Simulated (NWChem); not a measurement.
# One shape, several levels: SbH2Cl (SMILES [H][Sb]([H])[Cl])

Aim: a comparison of 6 runs (HF/STO-3G, HF/3-21G, HF/def2-SVP, r2SCAN/def2-SVPD, PBE0/def2-SVP, PBE0/def2-SVPD) of SbH2Cl. 

The calculation is run with NWChem 7.3.0.

**1. The structure to begin with**

The species is SbH2Cl (4 atoms), meant as a singlet with charge 0. As SMILES, `[H][Sb]([H])[Cl]`. Geometry: a GFN2-xTB relaxation, a rough one for these elements and not checked as a minimum.

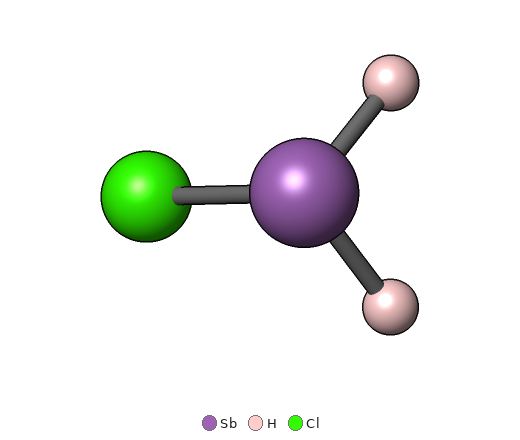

The structure, seen from a chosen angle (antimony purple, hydrogen pink, chlorine green).

**2. Energy and gradient at HF/STO-3G (run 1)**

Contents of work.xyz:

```xyz
4

Sb     0.057890     0.113810     0.814180
H      1.451710     0.120940    -0.163880
H     -0.570030     1.338380    -0.188270
Cl    -0.939570    -1.573130    -0.462030
```

Contents of run.py:

```python
from ase.io import read
from ase.calculators.nwchem import NWChem

system = read('work.xyz')

calc = NWChem(
    label='work',
    theory='scf',
    memory='2200 mb',
    basis='STO-3G',
    basispar='spherical bse',
    scf={'nopen': '0', 'rhf': None, 'thresh': '1e-08', 'maxiter': '80'},
)
system.calc = calc

forces = system.get_forces()
print(f"energy = {system.get_potential_energy():.6f} eV")
print("forces (eV/A):")
for s, f in zip(system.symbols, forces):
    print(f"{s:2s} {f[0]:10.5f} {f[1]:10.5f} {f[2]:10.5f}")
print("dipole (e A):", system.get_dipole_moment().round(4))
```

Started as:

```sh
$ export ASE_NWCHEM_COMMAND="nwchem PREFIX.nwi > PREFIX.nwo"
$ python run.py
```

Standard output:

```text
energy = -182510.564634 eV
forces (eV/A):
Sb    0.84301    1.35934   -1.52184
H    -0.68031   -0.18419    0.87885
H     0.13555   -0.67970    0.88343
Cl   -0.29825   -0.49545   -0.24050
dipole (e A): [0.2995 0.5037 0.2181]
```

The calculator wrote work.nwi:

```
title "work"

permanent_dir work

scratch_dir work

start work

geometry units angstrom nocenter noautosym noautoz
  Sb 5.7889999999999997e-02 1.1380999999999999e-01 8.1418000000000001e-01
  H  1.4517100000000001e+00 1.2094000000000001e-01 -1.6388000000000000e-01
  H  -5.7003000000000004e-01 1.3383799999999999e+00 -1.8826999999999999e-01
  Cl -9.3957000000000002e-01 -1.5731299999999999e+00 -4.6203000000000000e-01
end

memory 2200 mb

basis spherical bse noprint
   * library STO-3G
end

scf
  nopen 0
  rhf
  thresh 1e-08
  maxiter 80
end

task scf gradient
```

work.nwo:

```text
Northwest Computational Chemistry Package (NWChem) 7.3.0
             --------------------------------------------------------

           Job information
           ---------------

    nwchem branch   = 7.3.0
    use scalapack   = T
    input           = work.nwi
    prefix          = work.
    data base       = work/work.db
    status          = startup
    nproc           =        1

           Memory information
           ------------------

[... 5 lines left out ...]
    hardfail = no
[... 120 lines left out ...]
         Quadratically convergent ROHF
[... 14 lines left out ...]
       Final RHF  results
[... 4 lines left out ...]
      Two-electron energy =   2788.732513646821
[... 47 lines left out ...]
                       ROHF Final Molecular Orbital Analysis
[... 171 lines left out ...]
                 ----------------------------------------
                 |  Time  |  1-e(secs)   |  2-e(secs)   |
                 ----------------------------------------
                 |  CPU   |       0.00   |       1.02   |
                 ----------------------------------------
                 |  WALL  |       0.00   |       1.02   |
                 ----------------------------------------

 Task  times  cpu:        3.5s     wall:        3.5s
 Total times  cpu:        3.5s     wall:        3.5s
```

Run time: 4.8 s. Hardware: 1 thread of Intel Xeon Platinum 8559C (Emerald Rapids), shared host; peak memory 0.1 GiB.

**3. Energy and gradient at HF/3-21G (run 2)**

Contents of run.py:

```python
from ase import Atoms
from ase.calculators.nwchem import NWChem

system = Atoms(['Sb', 'H', 'H', 'Cl'], positions=[
    [0.057890, 0.113810, 0.814180],
    [1.451710, 0.120940, -0.163880],
    [-0.570030, 1.338380, -0.188270],
    [-0.939570, -1.573130, -0.462030],
])

calc = NWChem(
    label='run',
    theory='scf',
    memory='2200 mb',
    basis='3-21G',
    basispar='spherical bse',
    scf={'nopen': '0', 'rhf': None, 'thresh': '1e-08', 'maxiter': '80', 'print': 'low'},
)
system.calc = calc

forces = system.get_forces()
print("Total energy (eV):", round(system.get_potential_energy(), 6))
print("forces (eV/A):")
for s, f in zip(system.symbols, forces):
    print(f"{s:2s} {f[0]:10.5f} {f[1]:10.5f} {f[2]:10.5f}")
```

Started as:

```sh
$ export ASE_NWCHEM_COMMAND="nwchem PREFIX.nwi > PREFIX.nwo"
$ python run.py
```

Standard output:

```text
Total energy (eV): -183516.998532
forces (eV/A):
Sb    0.82121    1.37852    0.99749
H     0.47113   -0.05667    0.04469
H    -0.27475    0.38937    0.03111
Cl   -1.01759   -1.71122   -1.07328
```

The calculator wrote run.nwi:

```
title "run"

permanent_dir run

scratch_dir run

start run

geometry units angstrom nocenter noautosym noautoz
  Sb 5.7889999999999997e-02 1.1380999999999999e-01 8.1418000000000001e-01
  H  1.4517100000000001e+00 1.2094000000000001e-01 -1.6388000000000000e-01
  H  -5.7003000000000004e-01 1.3383799999999999e+00 -1.8826999999999999e-01
  Cl -9.3957000000000002e-01 -1.5731299999999999e+00 -4.6203000000000000e-01
end

memory 2200 mb

basis spherical bse noprint
   * library 3-21G
end

scf
  nopen 0
  rhf
  thresh 1e-08
  maxiter 80
  print low
end

task scf gradient
```

run.nwo:

```text
Northwest Computational Chemistry Package (NWChem) 7.3.0
             --------------------------------------------------------

           Job information
           ---------------

    nwchem branch   = 7.3.0
    use scalapack   = T
    input           = run.nwi
    prefix          = run.
    data base       = run/run.db
    status          = startup
    nproc           =        1

           Memory information
           ------------------

[... 5 lines left out ...]
    hardfail = no
[... 97 lines left out ...]
       Final RHF  results
[... 3 lines left out ...]
      One-electron energy =  -9764.373777110060
[... 1 line left out ...]
 Nuclear repulsion energy =    234.209033263530
[... 1 line left out ...]
        Time for solution =      2.9s

                              NWChem Gradients Module
                              -----------------------

                         RHF ENERGY GRADIENTS

    atom               coordinates                        gradient
                 x          y          z           x          y          z
   1 Sb      0.109396   0.215070   1.538577   -0.015970  -0.026808  -0.019398
   2 H       2.743334   0.228543  -0.309688   -0.009162   0.001102  -0.000869
   3 H      -1.077201   2.529171  -0.355779    0.005343  -0.007572  -0.000605
   4 Cl     -1.775530  -2.972785  -0.873110    0.019789   0.033278   0.020872

 Task  times  cpu:        4.2s     wall:        4.2s
 Total times  cpu:        4.2s     wall:        4.2s
```

Run time: 5.4 s. Hardware: 1 thread of Intel Xeon Platinum 8559C (Emerald Rapids), shared host; peak memory 0.1 GiB.

Runs 3 to 4 aren't shown in full; the table further down has their settings and results.

**4. Energy and gradient at PBE0/def2-SVP (core potential) (run 5)**

Contents of run.py:

```python
from ase import Atoms
from ase.calculators.nwchem import NWChem

atoms = Atoms(['Sb', 'H', 'H', 'Cl'], positions=[
    [0.057890, 0.113810, 0.814180],
    [1.451710, 0.120940, -0.163880],
    [-0.570030, 1.338380, -0.188270],
    [-0.939570, -1.573130, -0.462030],
])

calc = NWChem(
    label='m1',
    theory='dft',
    memory='2200 mb',
    basis='def2-SVP',
    basispar='spherical bse',
    dft={'xc': 'pbe0', 'mult': '1', 'grid': 'xfine', 'convergence': 'energy 1e-08', 'iterations': '100', 'mulliken': None},
    **{'ecp bse': {'Sb library': 'def2-SVP'}},
)
atoms.calc = calc

forces = atoms.get_forces()
print(f"energy = {atoms.get_potential_energy():.6f} eV")
print("forces (eV/A):")
for s, f in zip(atoms.symbols, forces):
    print(f"{s:2s} {f[0]:10.5f} {f[1]:10.5f} {f[2]:10.5f}")
print("dipole (e A):", atoms.get_dipole_moment().round(4))
```

Started as:

```sh
$ export ASE_NWCHEM_COMMAND="nwchem PREFIX.nwi > PREFIX.nwo"
$ python run.py
```

Standard output:

```text
energy = -19085.157314 eV
forces (eV/A):
Sb    0.17761    0.29403    0.32818
H     0.31506    0.02530   -0.01388
H    -0.12794    0.28976   -0.02335
Cl   -0.36474   -0.60904   -0.29095
dipole (e A): [0.2135 0.3617 0.2981]
```

The calculator wrote m1.nwi:

```
title "m1"

permanent_dir m1

scratch_dir m1

start m1

geometry units angstrom nocenter noautosym noautoz
  Sb 5.7889999999999997e-02 1.1380999999999999e-01 8.1418000000000001e-01
  H  1.4517100000000001e+00 1.2094000000000001e-01 -1.6388000000000000e-01
  H  -5.7003000000000004e-01 1.3383799999999999e+00 -1.8826999999999999e-01
  Cl -9.3957000000000002e-01 -1.5731299999999999e+00 -4.6203000000000000e-01
end

memory 2200 mb

basis spherical bse noprint
   * library def2-SVP
end

dft
  xc pbe0
  mult 1
  grid xfine
  convergence energy 1e-08
  iterations 100
  mulliken
end
ecp bse
  Sb library def2-SVP
end

task dft gradient
```

m1.nwo:

```text
Northwest Computational Chemistry Package (NWChem) 7.3.0
             --------------------------------------------------------

           Job information
           ---------------

    nwchem branch   = 7.3.0
    use scalapack   = T
    input           = m1.nwi
    prefix          = m1.
    data base       = m1/m1.db
    status          = startup
    nproc           =        1

           Memory information
           ------------------

[... 5 lines left out ...]
    hardfail = no
[... 95 lines left out ...]
  convergence criterion.
[... 41 lines left out ...]
          Spatial weights used:  Erf1
[... 32 lines left out ...]
 1-e energy   =   -1273.043606
[... 45 lines left out ...]
           Coulomb energy =      511.874826140326
[... 459 lines left out ...]
          Convergence on density requested:  1.00D-05
[... 27 lines left out ...]
          total energy or number of iterations.
[... 35 lines left out ...]
                 ----------------------------------------
                 |  Time  |  1-e(secs)   |  2-e(secs)   |
                 ----------------------------------------
                 |  CPU   |       0.01   |       1.33   |
                 ----------------------------------------
                 |  WALL  |       0.01   |       1.33   |
                 ----------------------------------------

 Task  times  cpu:       13.2s     wall:       13.2s
 Total times  cpu:       13.2s     wall:       13.2s
```

It took 14 s on 1 thread of Intel Xeon Platinum 8559C (Emerald Rapids), shared host; peak memory 0.13 GiB.

**5. Energy and gradient at PBE0/def2-SVPD (core potential) (run 6)**

Contents of run.py:

```python
from ase import Atoms
from ase.calculators.nwchem import NWChem

mol = Atoms(['Sb', 'H', 'H', 'Cl'], positions=[
    [0.057890, 0.113810, 0.814180],
    [1.451710, 0.120940, -0.163880],
    [-0.570030, 1.338380, -0.188270],
    [-0.939570, -1.573130, -0.462030],
])

calc = NWChem(
    label='mymol',
    theory='dft',
    memory='2200 mb',
    basis='def2-SVPD',
    basispar='spherical bse',
    dft={'xc': 'pbe0', 'mult': '1', 'grid': 'xfine', 'convergence': 'energy 1e-08', 'iterations': '100', 'mulliken': None},
    **{'ecp bse': {'Sb library': 'def2-SVPD'}},
)
mol.calc = calc

forces = mol.get_forces()
print("Total energy (eV):", round(mol.get_potential_energy(), 6))
print("forces (eV/A):")
for s, f in zip(mol.symbols, forces):
    print(f"{s:2s} {f[0]:10.5f} {f[1]:10.5f} {f[2]:10.5f}")
print("dipole (e A):", mol.get_dipole_moment().round(4))
```

Started as:

```sh
$ export ASE_NWCHEM_COMMAND="nwchem PREFIX.nwi > PREFIX.nwo"
$ python run.py
```

Standard output:

```text
Total energy (eV): -19085.452351
forces (eV/A):
Sb    0.29125    0.48676    0.49633
H     0.28519   -0.00525   -0.02659
H    -0.14064    0.24888   -0.03589
Cl   -0.43580   -0.73045   -0.43385
dipole (e A): [0.2174 0.3683 0.2956]
```

The calculator wrote mymol.nwi:

```
title "mymol"

permanent_dir mymol

scratch_dir mymol

start mymol

geometry units angstrom nocenter noautosym noautoz
  Sb 5.7889999999999997e-02 1.1380999999999999e-01 8.1418000000000001e-01
  H  1.4517100000000001e+00 1.2094000000000001e-01 -1.6388000000000000e-01
  H  -5.7003000000000004e-01 1.3383799999999999e+00 -1.8826999999999999e-01
  Cl -9.3957000000000002e-01 -1.5731299999999999e+00 -4.6203000000000000e-01
end

memory 2200 mb

basis spherical bse noprint
   * library def2-SVPD
end

dft
  xc pbe0
  mult 1
  grid xfine
  convergence energy 1e-08
  iterations 100
  mulliken
end
ecp bse
  Sb library def2-SVPD
end

task dft gradient
```

mymol.nwo:

```text
Northwest Computational Chemistry Package (NWChem) 7.3.0
             --------------------------------------------------------

           Job information
           ---------------

    nwchem branch   = 7.3.0
    use scalapack   = T
    input           = mymol.nwi
    prefix          = mymol.
    data base       = mymol/mymol.db
    status          = startup
    nproc           =        1

           Memory information
           ------------------

[... 5 lines left out ...]
    hardfail = no
[... 95 lines left out ...]
  convergence criterion.
[... 41 lines left out ...]
          Spatial weights used:  Erf1
[... 32 lines left out ...]
 1-e energy   =   -1272.709272
[... 45 lines left out ...]
           Coulomb energy =      511.455101701737
[... 604 lines left out ...]
          Convergence on density requested:  1.00D-05
[... 27 lines left out ...]
          total energy or number of iterations.
[... 35 lines left out ...]
                 ----------------------------------------
                 |  Time  |  1-e(secs)   |  2-e(secs)   |
                 ----------------------------------------
                 |  CPU   |       0.02   |       3.19   |
                 ----------------------------------------
                 |  WALL  |       0.02   |       3.19   |
                 ----------------------------------------

 Task  times  cpu:       18.6s     wall:       18.6s
 Total times  cpu:       18.7s     wall:       18.7s
```

Run time: 20 s. Hardware: 1 thread of Intel Xeon Platinum 8559C (Emerald Rapids), shared host; peak memory 0.13 GiB.

**6. The series**

```tsv
run	level	core potential	iteration cap	energy (Eh)	dipole moment (D)	largest force (eV/Å)	wall time
1	HF/STO-3G	–	80	-6707.139595	3.00	2.208	4.8 s
2	HF/3-21G	–	80	-6744.125359	–	2.262	5.4 s
3	HF/def2-SVP (core potential)	def2-SVP	80	-699.784112	2.81	0.880	9 s
4	r2SCAN/def2-SVPD (core potential)	def2-SVPD	100	-701.587575	–	1.046	31 s
5	PBE0/def2-SVP (core potential)	def2-SVP	100	-701.366601	2.47	0.767	14 s
6	PBE0/def2-SVPD (core potential)	def2-SVPD	100	-701.377443	2.50	0.955	20 s
```

**7. Summary of results**

```
                       quantity          value
            run 6: total energy  -701.37744 Eh
           run 6: dipole moment         2.50 D
             run 6: HOMO energy       -7.76 eV
             run 6: LUMO energy       -1.76 eV
           run 6: HOMO–LUMO gap        6.00 eV
run 6: largest force on an atom     0.955 eV/Å
```

In words: Over runs 1, 3, 5, 6 the dipole moment (its size) runs from 2.47 D (PBE0/def2-SVP) to 3.00 D (HF/STO-3G). The two ends differ in method and basis and core potential. Over runs 1, 5, 6 the HOMO–LUMO gap runs from 6.00 eV (PBE0/def2-SVPD) to 13.47 eV (HF/STO-3G). Totals of different functionals can't be ranked against each other. Some runs of one species differ in core potentials or relativity; totals across that change don't compare. In run 1 the basis is minimal, so the values are rough. In runs 1, 2 relativity is left out where basis or elements ask for it. All runs together took 85 s, the longest 31 s.
